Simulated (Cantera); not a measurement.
A closed system holds: 1 mol CaCO3, 0.14 mol O2, 3.4 mol H2O, at 3000 Pa.

Cantera equilibrium calculation (NASA polynomials, part measured and part estimated; ideal gas, pure solids and liquids). Candidate condensed phases: C, C6H6, C7H8, C8H18, Ca, CaCO3, CaO, Ca(OH)2, H2O; 115 gas species. Kinetics and transport are ignored.

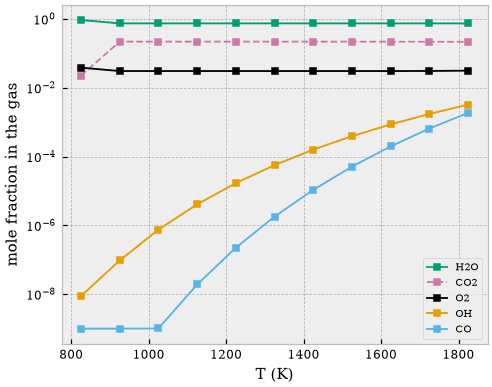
*Equilibrium gas composition (values under 1e-9 drawn at 1e-9)*

At 825 K the condensed part is CaCO3(calcite) + CaO(s). From 925 K to 1825 K the condensed part is CaO(s).
